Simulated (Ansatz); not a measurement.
**Run report: GeSiH4Cl2, single-point calculation**

The run: single-point calculation of GeSiH4Cl2. Method and program: RKS PBE0-D4/def2-TZVPP (Ansatz 0.2.0).

The geometry is the product side of a reaction. The geometry comes from this level: PBE0-D4/def2-TZVP.

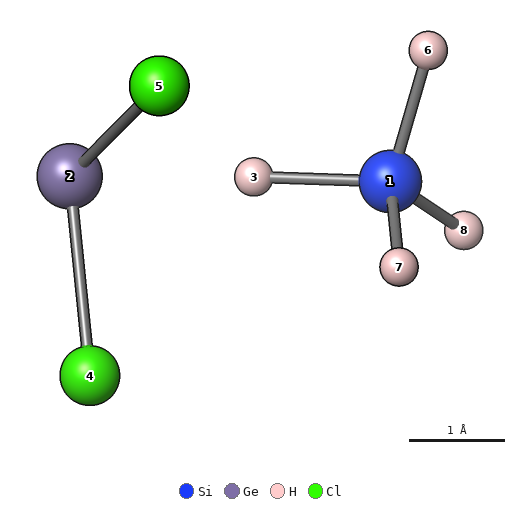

Fig. 1: The input geometry (ball-and-stick view, seen at a tilt; atoms are numbered from 1 in the order of the input). Sticks mark near contacts. Bond lengths as drawn: Cl–Ge 2.20 Å and H–Si 1.48 to 1.51 Å.

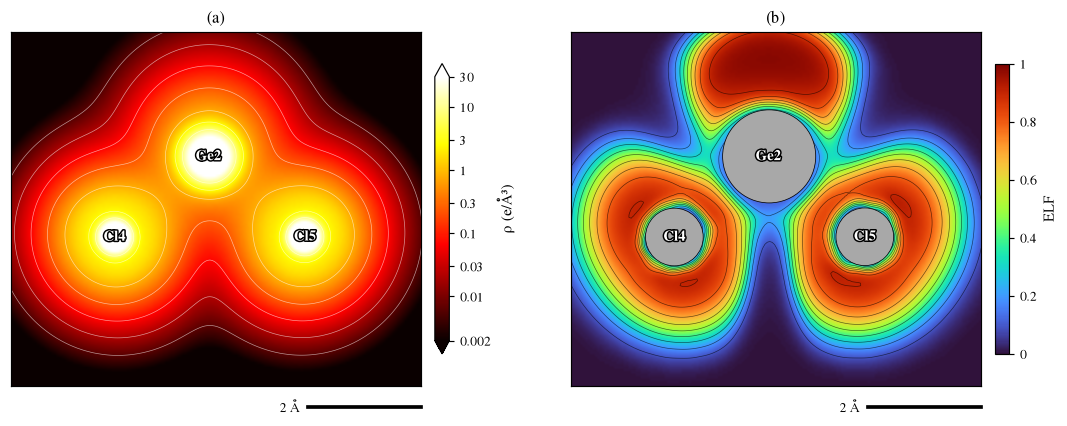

Fig. 2: (a) total electron density; (b) electron localisation function on the plane of atoms Cl4, Ge2 and Cl5. Grey discs, where drawn, cover atomic cores. Atoms in the plane: Ge and Cl. Ge–Cl (2.20 Å): ρ is about 0.71 e/Å³ halfway; the ELF peaks at about 0.85 in the valence shell of Cl, 0.8 Å from its nucleus, and is about 0.65 at the midpoint.

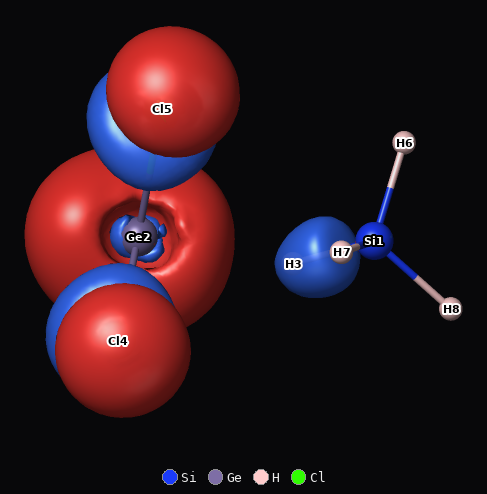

Fig. 3: One frontier orbital at ±0.1 Å⁻³ᐟ² (blue and red are the two phases), seen face on. The HOMO, at −7.80 eV. It lies mainly on Ge2 (45 %), Cl4 (25 %) and Cl5 (25 %).

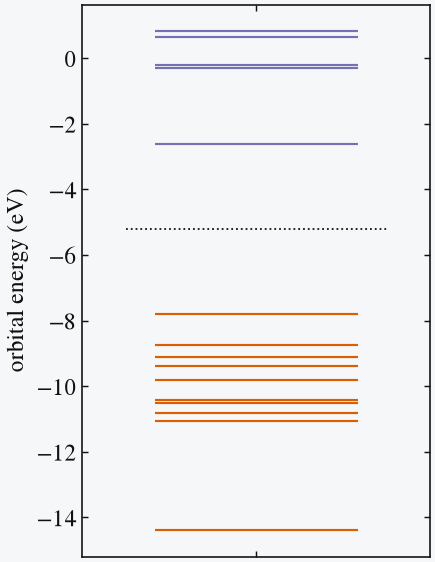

Fig. 4: Orbital energies near the frontier; the dotted line parts filled from empty levels, and levels within 0.02 eV of each other stand side by side. Highest filled −7.80 eV, lowest empty −2.62 eV, 5.18 eV apart.

The input that produced these results follows, with the program's output.

## The input
```yaml
crystal:
  periodic: [false, false, false]
  atoms:
    - {symbol: Si, position_ang: [-1.019017, -0.622945, 0.417771]}
    - {symbol: Ge, position_ang: [2.153885, 0.659926, -0.025858]}
    - {symbol: H, position_ang: [0.481798, -0.675828, 0.595766]}
    - {symbol: Cl, position_ang: [1.939679, 0.093045, -2.136512]}
    - {symbol: Cl, position_ang: [0.809671, 2.406681, 0.023155]}
    - {symbol: H, position_ang: [-1.555707, 0.241259, 1.492966]}
    - {symbol: H, position_ang: [-1.303975, -0.085103, -0.928774]}
    - {symbol: H, position_ang: [-1.506334, -2.017034, 0.561485]}
basis:
  gaussian: {orbitals: def2-TZVPP}
hamiltonian: {xc: pbe0, dispersion: d4}
output: {orbitals: {seedname: orbitals}}
```

Launched with:
```bash
ansatz run in.yaml --threads 4 --pin off --events-out ev --progress --plain --max-ram 9574MiB
```

## What the program printed
```
Functional definition: PBE0
  name "PBE0"
  cite "Adamo & Barone, J. Chem. Phys. 110, 6158 (1999) doi:10.1063/1.478522"
  cite "Perdew, Burke & Ernzerhof, Phys. Rev. Lett. 77, 3865 (1996) doi:10.1103/PhysRevLett.77.3865"
  parent pbe
  parameter a = 0.25
  parameter kappa = 0.804
  parameter beta = 0.06672455060314922
  exchange = (1 - a)*pbe_x(kappa = kappa, mu = beta*pi^2/3) + a*exact_x
  correlation = pbe_c(beta = beta)
1578 factors; their error is unknown
mean field evaluation 1: about -89488.8270 eV, gradient 2.4e1 eV
mean field evaluation 2: about -89487.7812 eV, gradient 3.5e1 eV
mean field evaluation 4: about -89490.1610 eV, gradient 1.2e0 eV
mean field evaluation 8: about -89490.5184 eV, gradient 1.9e-1 eV
mean field evaluation 16: about -89490.5185 eV, gradient 4.0e-5 eV
mean field -89490.51845170 eV, -3288.7158942481 hartree, gradient 4.0e-5 eV, S^2 0.000000; 0 other end points of the search recorded, 0 dependent functions left out
reference -89490.51848471 eV, -3288.7158954610 hartree; 42, 42 occupied and 188, 188 virtual orbitals, 1578 factors
Total energy: -89490.73542455 eV, -3288.7238678530 hartree
```

## Results in brief

- outcome: converged
- total energy: −89490.7354 eV
- mean-field energy: −89490.5185 eV
- dispersion energy: −0.2169 eV
- SCF solution under orbital rotations: stable
- HOMO: −7.80 eV
- LUMO: −2.62 eV
- hardware: 4 threads of Arm Neoverse V1, 23 GiB of memory available, shared host
- wall time: 4.1 s (CPU time 15 s)
- peak memory: 0.81 GiB
